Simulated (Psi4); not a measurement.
# SiHBr (SMILES [SiH]Br) at OMP2/def2-TZVP (density fitting for correlation)

Aim: the vertical ionisation energy of SiHBr at OMP2/def2-TZVP (density fitting for correlation), from 2 runs. 

The results are computed with Psi4 1.11.

2 further runs of the same task are left out: 2 set aside as unsound or not needed.

**1. The structure to begin with**

SiHBr: 3 atoms, total charge 0, spin state singlet. As SMILES, `[SiH]Br`. Geometry: relaxed at PBE0-D4/def2-TZVP.

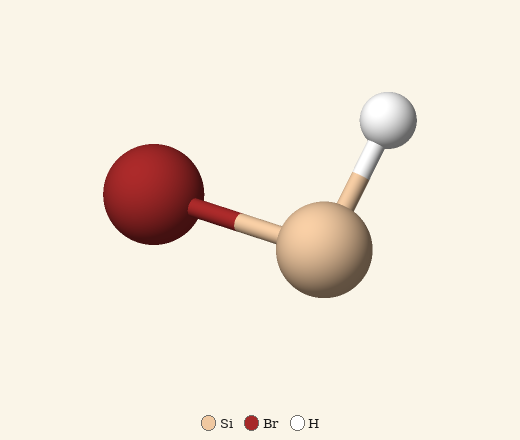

Viewed from a chosen angle; silicon light orange, bromine red, hydrogen white.

**2. A single-point energy at OMP2/def2-TZVP (density fitting for correlation)**

The input, brhsi.json:

```json
{
  "schema_name": "qcschema_input",
  "schema_version": 1,
  "molecule": {
    "schema_name": "qcschema_molecule",
    "schema_version": 2,
    "symbols": ["Si", "Br", "H"],
    "geometry": [-1.18051191, 0.98624806, -0.55954791, 2.53393376, 0.75872504, 1.47663199, -1.37401987, -1.86761633, -0.94221745],
    "molecular_charge": 0,
    "molecular_multiplicity": 1,
    "fix_symmetry": "c1",
    "fix_com": true,
    "fix_orientation": true
  },
  "driver": "energy",
  "model": {
    "method": "omp2",
    "basis": "def2-TZVP"
  },
  "keywords": {
    "puream": true,
    "e_convergence": 1e-09,
    "d_convergence": 1e-08,
    "scf_type": "pk",
    "num_frozen_docc": 14
  }
}
```

Command:

```bash
$ psi4 --qcschema brhsi.json -n 1 --memory 1600MB
```

stdout:

```text
[...]
  Running in c1 symmetry.
[...]
  Nuclear repulsion =  126.973584238758733
[...]
  Multiplicity = 1
[...]
  Nalpha       = 25
  Nbeta        = 25
[...]
    Number of basis functions: 91
[...]
   @RHF iter   1: -2861.71023251647421   -1.96308e+00   1.33188e-02 ADIIS/DIIS
[...]
   @RHF iter  11: -2861.93171642078642   -5.91172e-12   4.74884e-09 DIIS
[...]
    Orbital Energies [Eh]
    ---------------------
    Doubly Occupied:
       1A   -490.016190     2A    -68.839921     3A    -65.159174
       4A    -58.513772     5A    -58.513465     6A    -58.513058
       7A     -9.832872     8A     -7.442598     9A     -7.440364
      10A     -7.438633    11A     -6.184038    12A     -4.285655
      13A     -4.285339    14A     -4.284090    15A     -3.184436
      16A     -3.183593    17A     -3.181467    18A     -3.178808
      19A     -3.178538    20A     -1.014309    21A     -0.662946
      22A     -0.489958    23A     -0.435235    24A     -0.433847
      25A     -0.346008
[...]
  @RHF Final Energy: -2861.93171642078642
   => Energetics <=
    Nuclear Repulsion Energy =            126.9735842387587326
    One-Electron Energy =               -4237.7339765452788924
    Two-Electron Energy =                1248.8286758857336736
    Total Energy =                      -2861.9317164207859605
[...]
 Multipole Moments:
 ------------------------------------------------------------------------------------
     Multipole            Electronic (a.u.)      Nuclear  (a.u.)        Total (a.u.)
 ------------------------------------------------------------------------------------
 L = 1.  Multiply by 2.5417464519 to convert [e a0] to [Debye]
 Dipole X            :        -71.2507747           70.7864950           -0.4642797
 Dipole Y            :        -38.5979283           38.4952329           -0.1026954
 Dipole Z            :        -43.1733965           42.9062315           -0.2671650
 Magnitude           :                                                    0.5454165
[...]
	Warning: cc_lambda option is changed to TRUE
	For this residual convergence, default PCG convergence is:     1.00e-07
[...]
	DF-MP2 Total Energy (a.u.)         : -2862.30207988909660
[...]
	DF-MP2 Total Energy (a.u.)         : -2862.30722961943047
[...]
	DF-OMP2 Total Energy (a.u.)        : -2862.30722961943502
[...]
```

The result, in JSON:

```text
{
 "driver": "energy",
 "model": {
  "method": "omp2",
  "basis": "def2-TZVP"
 },
 "success": true,
 "return_result": -2862.307229619435,
 "properties": {
  "calcinfo_nbasis": 91,
  "calcinfo_nmo": 91,
  "calcinfo_nalpha": 25,
  "calcinfo_nbeta": 25,
  "calcinfo_natom": 3,
  "nuclear_repulsion_energy": 126.97358423875873,
  "return_energy": -2862.307229619435,
  "scf_one_electron_energy": -4237.733976545279,
  "scf_two_electron_energy": 1248.8286758857337,
  "scf_dipole_moment": [-0.4642797137834407, -0.10269537231916104, -0.26716501049181574],
  "scf_total_energy": -2861.9317164207864,
  "scf_iterations": 11,
  "mp2_singles_energy": 0.0,
  "mp2_doubles_energy": -0.3703634683103939,
  "mp2_correlation_energy": -0.3703634683101882,
  "mp2_total_energy": -2862.3020798890966
 }
}
```

Wall time 22 s (1 thread of Intel Xeon 6975P-C (Granite Rapids), shared host); peak memory 0.36 GiB.

**3. The doublet cation, same level**

The input, job.py:

```python
import psi4

psi4.set_memory(1600000000)
psi4.set_num_threads(1)
psi4.set_output_file('run.log', False)

molecule = psi4.geometry("""
1 2
Si    -0.624700     0.521900    -0.296100
Br     1.340900     0.401500     0.781400
H     -0.727100    -0.988300    -0.498600
symmetry c1
""")

psi4.set_options({
    'basis': 'def2-TZVP',
    'reference': 'uhf',
    'puream': True,
    'e_convergence': 1e-09,
    'd_convergence': 1e-08,
    'scf_type': 'pk',
    'num_frozen_docc': 14,
    'maxiter': 200,
})

energy_value = psi4.energy('omp2')
print('E =', round(energy_value, 9))
```

Command:

```bash
$ python job.py
```

run.log:

```text
[...]
  Running in c1 symmetry.
[...]
  Nuclear repulsion =  126.973584171130398
[...]
  Multiplicity = 2
[...]
  Nalpha       = 25
  Nbeta        = 24
[...]
    Number of basis functions: 91
[...]
   @UHF iter   1: -2861.34618540807105   -1.59903e+00   1.33877e-02 DIIS/ADIIS
[...]
   @UHF iter  18: -2861.61732427504830   -5.45697e-12   6.22584e-09 DIIS
[...]
   @S^2 Observed:                7.776369947E-01
[...]
    Orbital Energies [Eh]
    ---------------------
    Alpha Occupied:
       1A   -490.261189     2A    -69.156430     3A    -65.402441
       4A    -58.758387     5A    -58.756302     6A    -58.756121
       7A    -10.075656     8A     -7.687964     9A     -7.680841
      10A     -7.680340    11A     -6.496750    12A     -4.603693
      13A     -4.597736    14A     -4.594704    15A     -3.428277
      16A     -3.426251    17A     -3.425271    18A     -3.418984
      19A     -3.418942    20A     -1.252357    21A     -0.944777
      22A     -0.753682    23A     -0.690387    24A     -0.657184
      25A     -0.639033
    Alpha Virtual:
[...]
  @UHF Final Energy: -2861.61732427504830
   => Energetics <=
    Nuclear Repulsion Energy =            126.9735841711303976
    One-Electron Energy =               -4224.9412211414819467
    Two-Electron Energy =                1236.3503126953028186
    Total Energy =                      -2861.6173242750483041
  UHF NO Occupations:
  HONO-2 :   23  A 1.9946458
  HONO-1 :   24  A 1.9920091
[...]
 Multipole Moments:
 ------------------------------------------------------------------------------------
     Multipole            Electronic (a.u.)      Nuclear  (a.u.)        Total (a.u.)
 ------------------------------------------------------------------------------------
 L = 1.  Multiply by 2.5417464519 to convert [e a0] to [Debye]
 Dipole X            :          4.1563905           -6.8355258           -2.6791354
 Dipole Y            :          1.2252989           -1.1682352            0.0570638
 Dipole Z            :         -0.0000000            0.0000000           -0.0000000
 Magnitude           :                                                    2.6797430
[...]
	Warning: cc_lambda option is changed to TRUE
	For this residual convergence, default PCG convergence is:     1.00e-07
[...]
	DF-SCS-MP2 Total Energy (a.u.)     : -2861.94696041815405
	DF-SOS-MP2 Total Energy (a.u.)     : -2861.93935841073608
[...]
	DF-SCS-OMP2 Total Energy (a.u.)    : -2861.95332119289651
	DF-SOS-OMP2 Total Energy (a.u.)    : -2861.91878671713630
	DF-SCS(N)-OMP2 Total Energy (a.u.) : -2861.79089286068984
[...]
	DF-OMP2 Total Energy (a.u.)        : -2861.97068416280172
[...]
```

The script printed:

```text
E = -2861.970684163
```

Wall time 47 s (1 thread of Intel Xeon 6975P-C (Granite Rapids), shared host); peak memory 0.36 GiB.

**4. Summary of results**

Level: OMP2/def2-TZVP (density fitting for correlation), 14 core orbitals frozen.

| quantity | value |
| --- | --- |
| singlet SiHBr: total energy | -2862.30723 Eh |
| singlet SiHBr: HOMO energy (Hartree–Fock orbitals) | -9.42 eV |
| singlet SiHBr: LUMO energy (Hartree–Fock orbitals) | 0.07 eV |
| singlet SiHBr: HOMO–LUMO gap (Hartree–Fock orbitals) | 9.49 eV |
| singlet SiHBr: correlation energy (14 core orbitals frozen) | -375.5 mEh |
| doublet cation: total energy | -2861.97068 Eh |
| doublet cation: HOMO energy (Hartree–Fock orbitals) (highest over α and β) | -17.39 eV |
| doublet cation: LUMO energy (Hartree–Fock orbitals) (lowest over α and β) | -7.72 eV |
| doublet cation: correlation energy (14 core orbitals frozen) | -353.4 mEh |
| doublet cation: ⟨S²⟩ of the reference determinant | 0.778 |
| vertical ionisation energy (to the doublet cation) | 9.158 eV |

In words: Removing an electron at fixed nuclei costs 9.16 eV (884 kJ/mol).
